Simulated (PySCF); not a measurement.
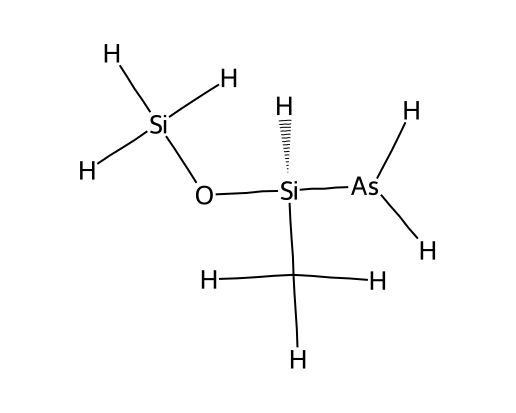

2D structure.

Give its SMILES.

Answer. C[Si@H]([AsH2])O[SiH3]

What is the molecular formula?

Answer. CH9AsOSi2.

An optimisation with GFN2-xTB gave a structure of which point group?

Answer. C1.

More results for the same structure follow; atom numbers are the same in all pictures, views and colours differ. The computed structure is the end point of a GFN2-xTB optimisation. No frequency run is at hand to confirm it as a minimum.

### Geometry

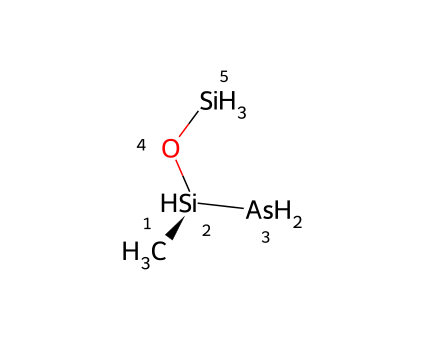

A structural formula, with wedges where it has stereocentres; small numbers name the atoms. The configuration is that of a computed structure (GFN2-xTB).

Give the R/S and E/Z labels.

Answer. Si2: S.

### Dipole moment

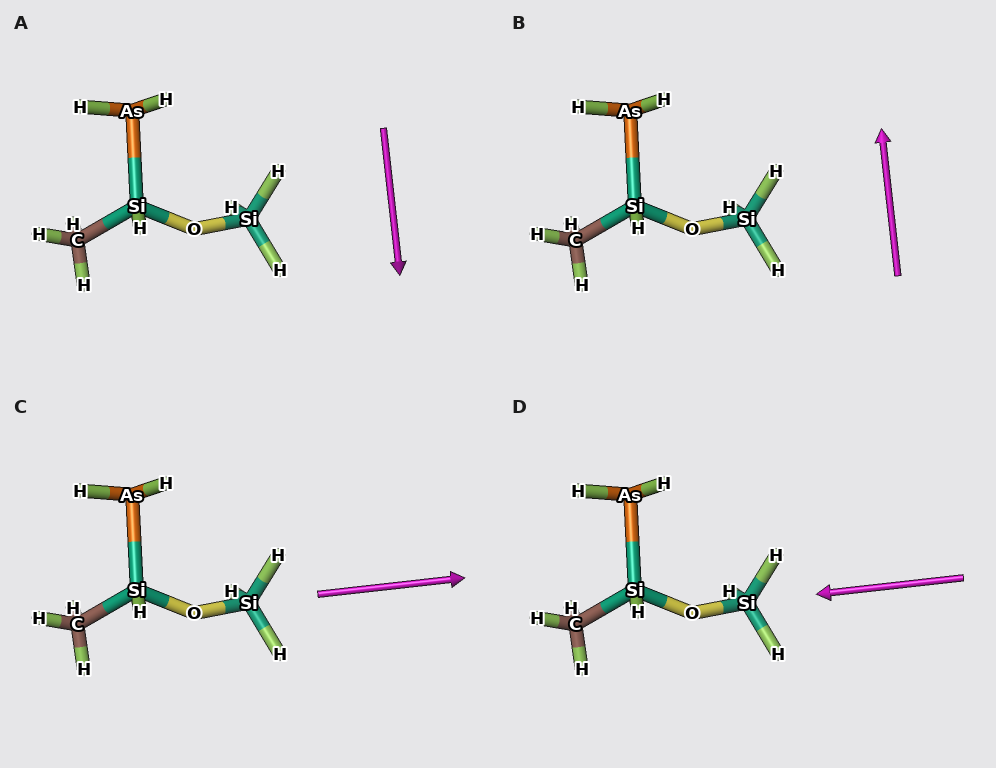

The same molecule four times, each with an arrow. No frequency run is at hand to confirm it as a minimum. Level of theory: CAM-B3LYP/def2-SVPD, gas phase (PySCF 2.14.0).

Which arrow points along the dipole moment, from the negative to the positive end?

Answer. D. The dipole moment is 0.48 D.

### Polarisability

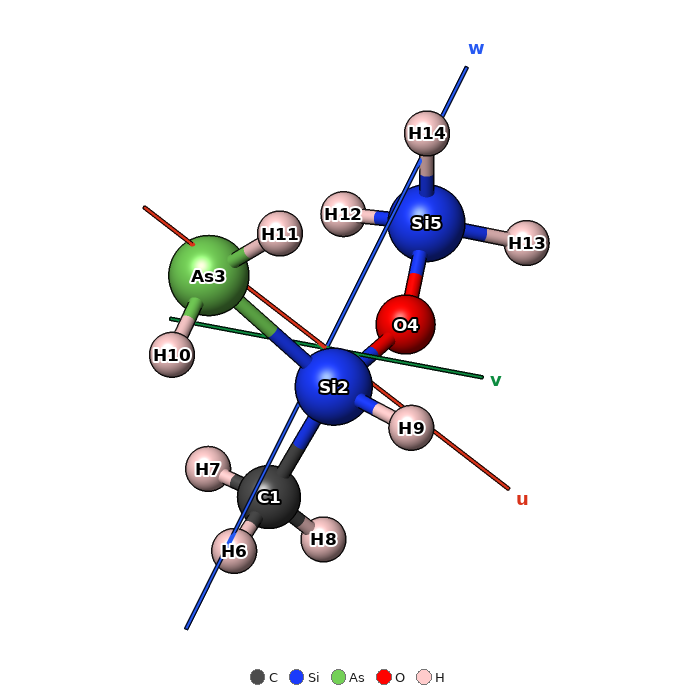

The lines u, v and w are the principal axes of the static dipole polarisability. No frequency run is at hand to confirm it as a minimum. Method: CAM-B3LYP/def2-SVPD (PySCF 2.14.0).

Along which axis is the molecule most polarisable, and along which least?

Answer. Most along u, least along v.

Give the three principal values.

Answer. u 109.3, v 88.3, w 99.2 bohr³; mean 98.9, anisotropy 18.2 bohr³.

### Excitation

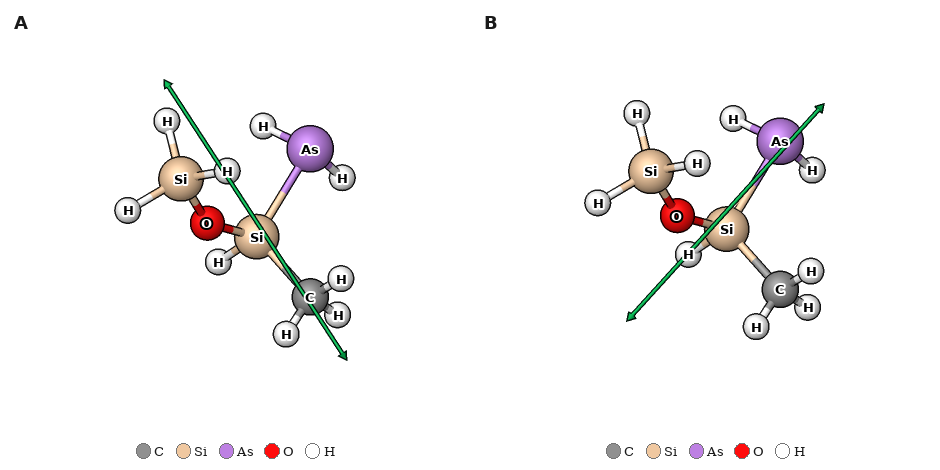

The double arrows show the directions of two transition dipoles from the ground state (lengths mean nothing). No frequency run is at hand to confirm it as a minimum. Method: TDDFT CAM-B3LYP/def2-SVPD, vertical, gas phase, core orbitals frozen in the response (PySCF 2.14.0).

One belongs to singlet state 5 and one to singlet state 7. Which is which?

Answer. A: state 7, 7.78 eV (159 nm), oscillator strength 0.021, mainly HOMO−1 → LUMO+1 (weight 0.52).
B: state 5, 7.28 eV (170 nm), oscillator strength 0.19, of mixed character, with the largest part HOMO → LUMO+3 (weight 0.49).

The geometry is semi-empirical. Around As, Si such bond lengths and angles can be off by a tenth of an ångström or more and by several degrees, and values that hang on the shape move with them.
